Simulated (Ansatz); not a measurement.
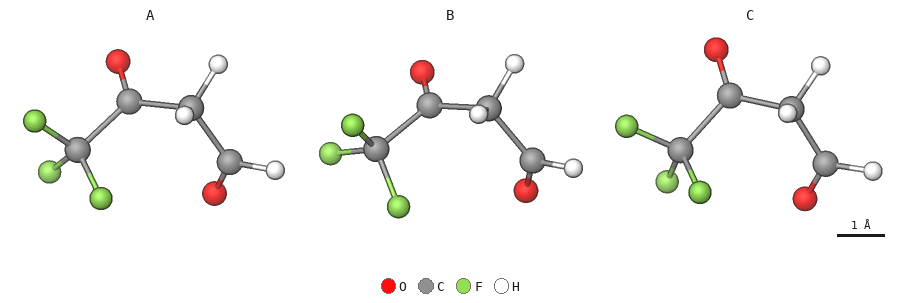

3 geometries from one relaxation of C$_{4}$H$_{3}$F$_{3}$O$_{2}$ (coarse preliminary run), in shuffled order. The picture is a ball-and-stick view, seen face on.

The start comes from a force field.

The calculation used RKS PBE-D4/def2-SVP (Ansatz). (force threshold 0.03 eV/Å; at most 200 steps)

Question: Put them in the order of the run, from the start to the converged end.

Answer: C, A, B. They are steps 0, 16, 32, at +0.315 eV, +0.018 eV relative to the last. The atom that moves furthest after the best rigid fit is an F atom (1.02 Å). Largest moves by element: F 1.02 Å, O 0.78 Å, H 0.41 Å, C 0.32 Å. Some distances before and after: C–C 1.459 → 1.516 Å, C–C 1.479 → 1.530 Å, C–O 1.171 → 1.209 Å, C–C 1.591 → 1.557 Å. Among the angles between lasting bonds that change: C–C–C 118.0° → 112.5°, C–C–H 108.8° → 112.1°, F–C–F 104.4° → 107.5°. Groups turn about C–C by about 60°, C–C by about 25°. The energy falls by 0.315 eV in 25 accepted moves (32 points after the start). Largest force component: 3.7 eV/Å at the start, 0.022 eV/Å at the end. The line search rejected the trial steps at points 2, 9, 15, 18, 19, 22, 26 of the run.
